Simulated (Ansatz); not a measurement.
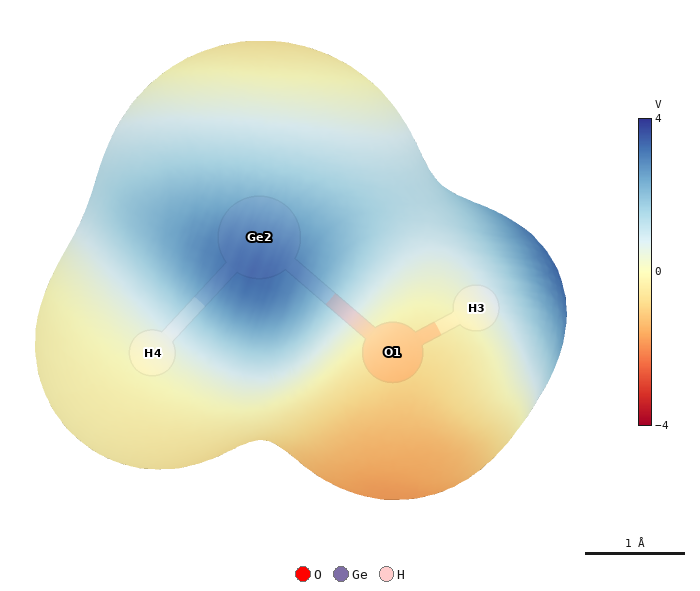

GeH$_{2}$O. The molecular electrostatic potential painted on the density surface at 0.004 e/bohr³, seen across its widest extent; the colour scale runs from red (negative) to blue (positive).

Geometry: PBE0-D4/def2-TZVP.

Computed with Ansatz, RKS PBE0-D4/def2-TZVPP.

Describe the electrostatic potential map.

The most negative region (about −1.8 V) lies over O1, the most positive (about +3.3 V) over Ge2 and H3. O1 is the likeliest acceptor of a hydrogen bond.
